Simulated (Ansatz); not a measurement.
**CH5BOSi: density, localisation and related maps**

Input file:

```
crystal:
  periodic: [false, false, false]
  atoms:
    - {symbol: O, position_ang: [0.091994, 1.563061, -1.610778]}
    - {symbol: C, position_ang: [-0.108514, 0.726138, -0.590537]}
    - {symbol: B, position_ang: [0.751232, -0.447361, -0.310052]}
    - {symbol: Si, position_ang: [0.001104, -1.242141, 1.208284]}
    - {symbol: H, position_ang: [-0.573027, 2.259205, -1.622849]}
    - {symbol: H, position_ang: [-0.972953, 0.986518, 0.025290]}
    - {symbol: H, position_ang: [1.703569, -0.778113, -0.944680]}
    - {symbol: H, position_ang: [0.402520, -2.454431, 1.973480]}
    - {symbol: H, position_ang: [-1.207324, -0.659075, 1.854542]}
basis:
  gaussian: {orbitals: def2-TZVPP}
hamiltonian: {xc: pbe0, dispersion: d4}
output: {orbitals: {seedname: orbitals}}
```

Run with:

```sh
ansatz run in.yaml --threads 2 --pin off --events-out ev --progress --plain --max-ram 4352MiB
```

Geometry: PBE0-D4/def2-TZVP.

These are results of RKS PBE0-D4/def2-TZVPP (Ansatz), not measurements.

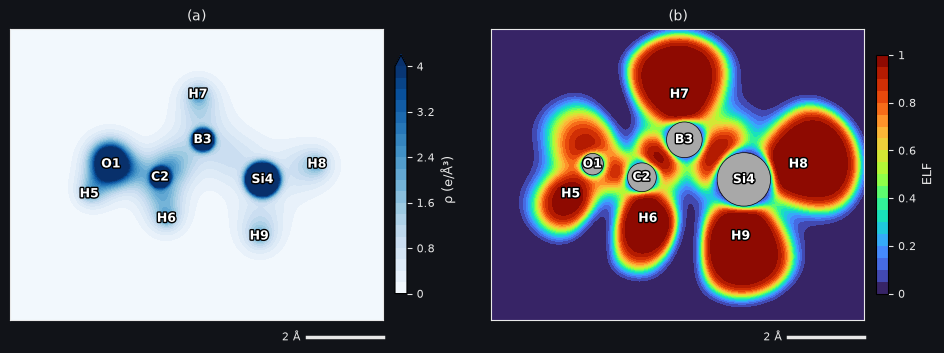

Figure 1. (a) total electron density; (b) electron localisation function on the molecular plane. Grey discs cover the atomic cores in the ELF map.

> What does the map show?

The plane passes through O, C, B, Si and H nuclei. C–O (1.33 Å): ρ is about 2.5 e/Å³ halfway; the ELF peaks at about 0.90 between the atoms: a polar covalent bond. C–B (1.48 Å): ρ at the midpoint is about 1.6 e/Å³; the ELF peaks at about 0.95 between the atoms, as expected for a covalent bond. Si–B (1.87 Å): the density is about 0.89 e/Å³ at the midpoint; the ELF peaks at about 0.95 between the atoms; a covalent bond. O–H (0.96 Å): ρ is about 3.9 e/Å³ halfway; the ELF climbs to about 1 towards the hydrogen, as it does in any bond to H (an ordinary covalent bond to hydrogen). C–H (1.09 Å): the density is about 2.1 e/Å³ at the midpoint; the ELF climbs to about 1 towards the hydrogen: a covalent bond by its length. The ELF also peaks beside O1, away from the bonds: lone-pair regions.

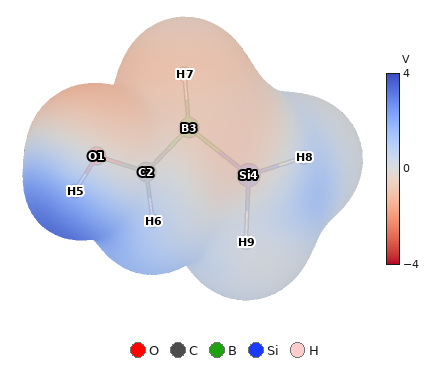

Figure 2. The molecular electrostatic potential painted on the density surface at 0.002 e/bohr³, seen at a tilt; the colour scale runs from red (negative) to blue (positive).

> Which sites attract a positive test charge, and which a negative one?

A positive charge is drawn to the negative regions and a negative charge to the positive ones. The most negative region (about −1.2 V) lies over O1, the most positive (about +3.1 V) over H5. O1 is the likeliest acceptor of a hydrogen bond.

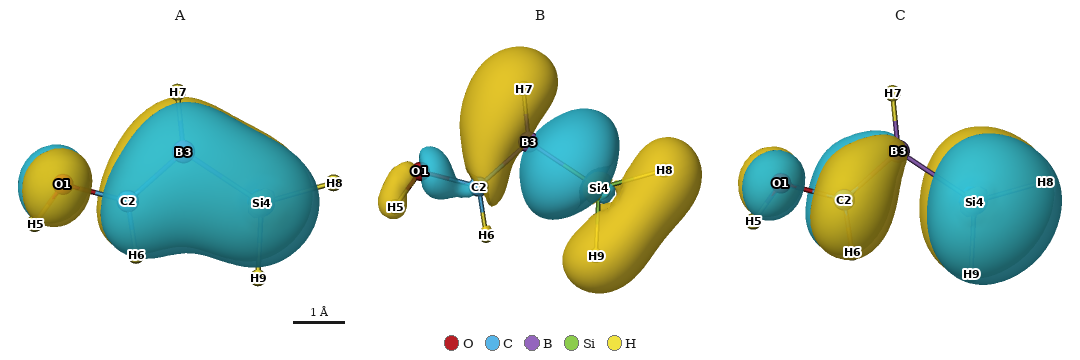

Figure 3. Three frontier orbitals at ±0.08 Å⁻³ᐟ² (yellow and cyan are the two phases), in no order.

> Which picture is the HOMO−1, the HOMO and the LUMO?

B is the HOMO−1 (−8.38 eV). It lies mainly on Si4 (about 35 %), B3 (about 30 %), H7 (about 10 %), C2 (about 5 %), H9 (about 5 %) and H8 (about 5 %); it is symmetric in the molecular plane (an in-plane orbital: σ, lone-pair or in-plane π type). A is the HOMO (−6.13 eV). By Hirshfeld shares it lies mainly on Si4 (about 30 %), B3 (about 30 %), C2 (about 20 %) and O1 (about 10 %); it changes sign across the molecular plane (π type); π-bonding across C2–B3 and B3–Si4; π-antibonding (a node) across O1–C2. C is the LUMO (−2.38 eV). Its weight (Hirshfeld) is mainly on Si4 (about 50 %), C2 (about 25 %), O1 (about 10 %) and B3 (about 10 %); it changes sign across the molecular plane (π type); π-bonding across C2–B3; π-antibonding (a node) across O1–C2.

> What is the HOMO–LUMO gap?

3.75 eV between the orbital energies.

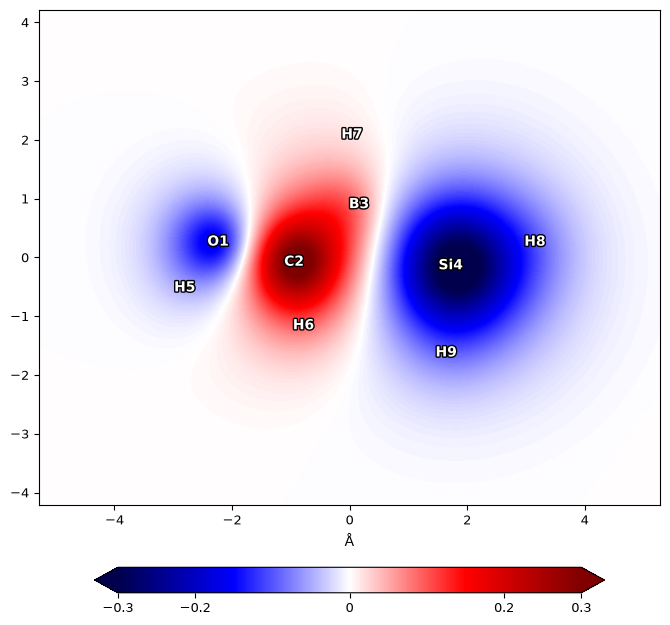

Figure 4. The LUMO on a plane 0.8 Å above the molecular plane (values in Å⁻³ᐟ²; the overall sign is arbitrary).

> What is the character of this orbital?

Its weight (Hirshfeld) is mainly on Si4 (about 50 %), C2 (about 25 %), O1 (about 10 %) and B3 (about 10 %); it changes sign across the molecular plane (π type); π-bonding across C2–B3; π-antibonding (a node) across O1–C2. Its energy is −2.38 eV.
